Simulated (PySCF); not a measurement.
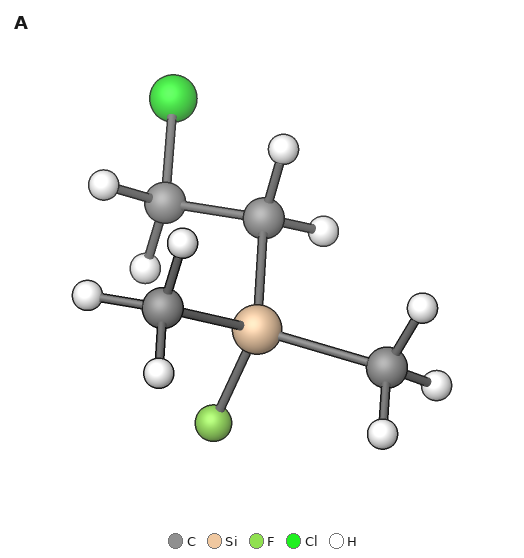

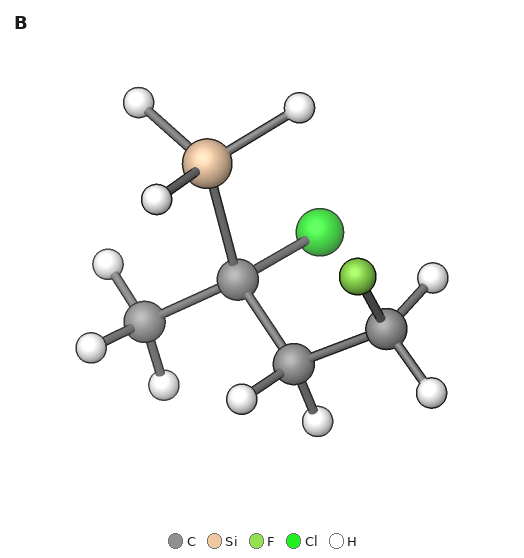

2 stationary structures of one formula. Geometries: GFN2-xTB. Electronic energies: PBE0/pcSseg-1 (PySCF 2.14.0), without zero-point energy. No frequency run is at hand to confirm each as a minimum. Each is one conformer, not always the lowest.

Are they conformers, stereoisomers or constitutional isomers?

Answer. They are constitutional isomers of C4H10ClFSi: A `C[Si](C)(F)CCCl`, B `C[C@]([SiH3])(Cl)CCF`.

Rank them by energy, lowest first.

Answer. A is lowest; B lies 285.8 kJ/mol above it.

The geometry is semi-empirical. Around Si such bond lengths and angles can be off by a tenth of an ångström or more and by several degrees, and values that hang on the shape move with them.
